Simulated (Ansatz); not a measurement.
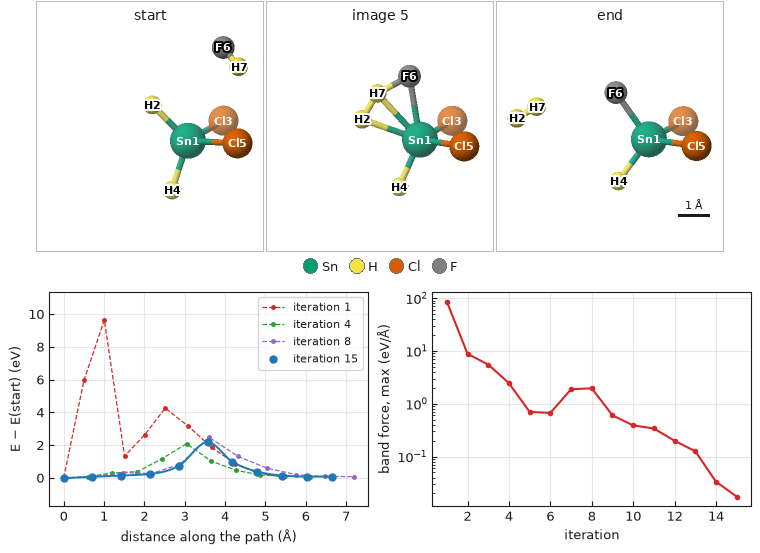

A search for the minimum-energy path of SnH$_{3}$Cl$_{2}$F, made up at the start of SnH$_{2}$Cl$_{2}$ and HF by the nudged elastic band. Images are numbered from 0 (start) to 10 (end). The plot follows the band through its iterations. Style: ball-and-stick. Shown from a free direction.

Computed with Ansatz 0.2.0, RHF/def2-SVP. Set-up: 9 movable images; climbing image; force threshold 0.03 eV/Å; iteration limit 60; starting path through a guess of the saddle point.

### How did the profile develop, and is the result final?

The run is converged, with reservations. The band converged in 15 iterations. The largest component of the band force went from 87 to 0.017 eV/Å. The climbing image converged on the top of the path. Its vibrational analysis gives 2 imaginary modes over 30i cm⁻¹, so it isn't confirmed as a transition state. The first iteration put the highest image at 9.63 eV. The highest point, image 5, lies 2.18 eV above the start and 2.11 eV above the end; the end is at +0.08 eV relative to the start.

Limits of the set-up: the start holds two separate molecules, 2.5 Å apart at their closest, whose relative position is a soft coordinate and is computed without a dispersion correction; Hartree-Fock leaves out electron correlation.
